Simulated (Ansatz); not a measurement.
| atom | x (Å) | y (Å) | z (Å) |
| --- | --- | --- | --- |
| Si | -1.1386 | -0.3835 | -0.7513 |
| Si | 0.7765 | -0.7613 | 0.9013 |
| H | -0.6859 | -1.3090 | -1.8112 |
| H | -2.1720 | -0.9752 | 0.1284 |
| O | -1.5940 | 1.0528 | -1.3893 |
| H | 0.1185 | 0.5019 | 0.0895 |
| S | 1.1810 | 1.8554 | 0.7985 |
| H | 2.1755 | -0.9373 | 0.4654 |
| H | 0.4296 | -0.5577 | 2.3205 |
| H | 0.1171 | -2.0866 | 0.5365 |
| H | -1.1820 | 1.8373 | -1.0069 |
| H | 1.9743 | 1.7631 | -0.2814 |

A transition-state structure; geometry: PBE0-D4/def2-TZVP.

These are results of Ansatz 0.2.0, RKS PBE0-D4/def2-TZVPP, not measurements.

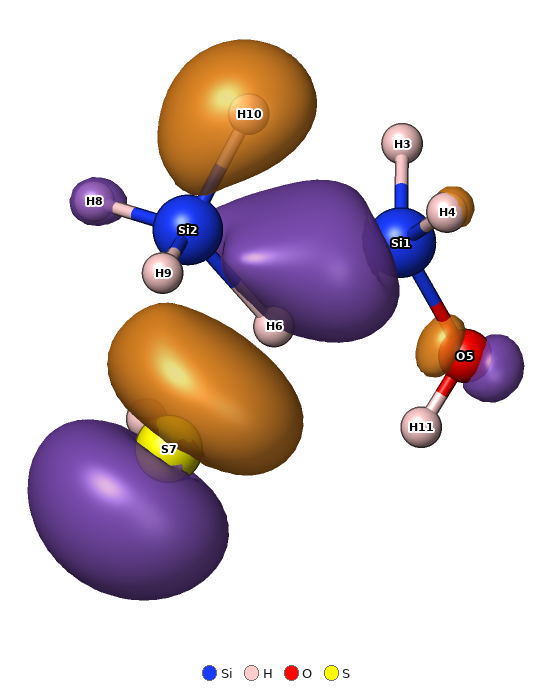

H₃OSi···SiH₄···HS. One frontier orbital at ±0.1 Å⁻³ᐟ² (orange and purple are the two phases), seen at a tilt.

### Which orbital is it: HOMO or LUMO?

The HOMO, at −6.48 eV. By Hirshfeld shares it lies mainly on S7 (about 55 %), Si1 (about 10 %), Si2 (about 10 %) and H10 (about 5 %).
